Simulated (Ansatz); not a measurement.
**Response to strain in Ag**

Start from Ag in the fcc (Cu type) structure (space group Fm-3m, No. 225; a = 4.104 Å; relaxed with 0.1 eV smearing). Axes: x, y, z lie along the cube axes.

Strains are applied to the cell and any free atomic positions relax; under biaxial strain the out-of-plane vector relaxes too.

Computed with r2SCAN (Ansatz, a program for electronic structure), no spin-orbit coupling.

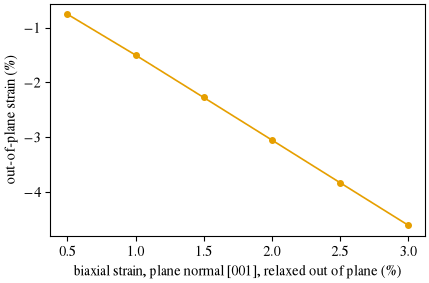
Figure. Out-of-plane strain against biaxial strain, plane normal [001], relaxed out of plane

Q: From the plot, what is the out-of-plane strain for biaxial strain +0.50 %, plane normal [001], relaxed out of plane?

A: About -0.8 %.

Q: Is the trend monotonic over the range shown?

A: Yes, it falls throughout, spanning -4.61 % to -0.76 %.

Whether these cells are dynamically stable was not tested.
